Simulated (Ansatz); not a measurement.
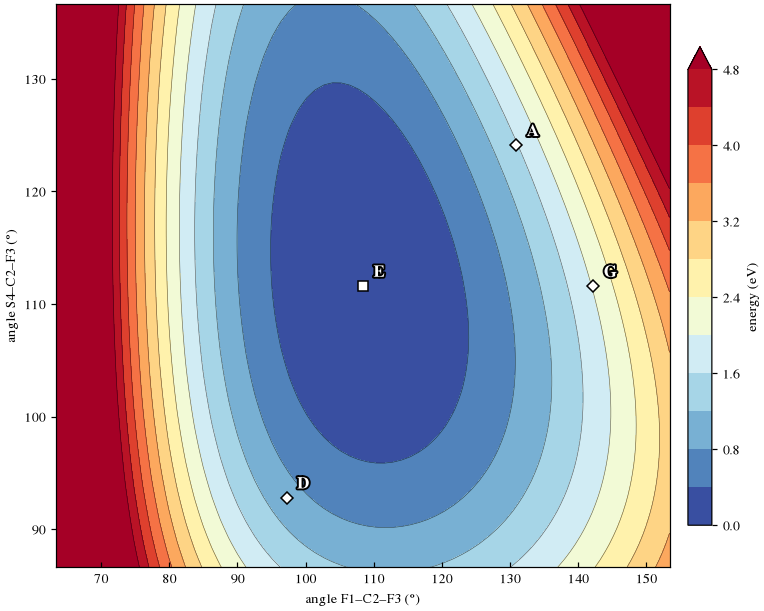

CH2F2S, SMILES FC(F)S. 
- The first coordinate is: angle F1–C2–F3; the second: angle S4–C2–F3.
- Nothing is relaxed (all other coordinates rigid).
- The scan uses a 9 × 9 grid.
- Points are written as (first, second).
- All energies are given in eV relative to the lowest grid point.
- Computed with RKS wB97X-V/def2-SVP in Ansatz 0.2.0.

The picture shows filled contours, one colour for all values above the top of the scale, lettered points. Between grid points the surface is interpolated.

**Is D the lowest point of the computed grid?**

No. D lies 1.0 eV above the lowest grid point, which is at (108.4°, 111.6°).

**Rank the lettered points by energy, lowest first.**

E (0.0 eV), D (1.0 eV), A (1.6 eV), G (2.0 eV).

**What kind of point is each of A, D, E, G: minimum, saddle, maximum or slope?**

A: on a slope; D: on a slope; E: minimum; G: on a slope. (In these two coordinates alone; a stationary point may lie a little off the grid point.)
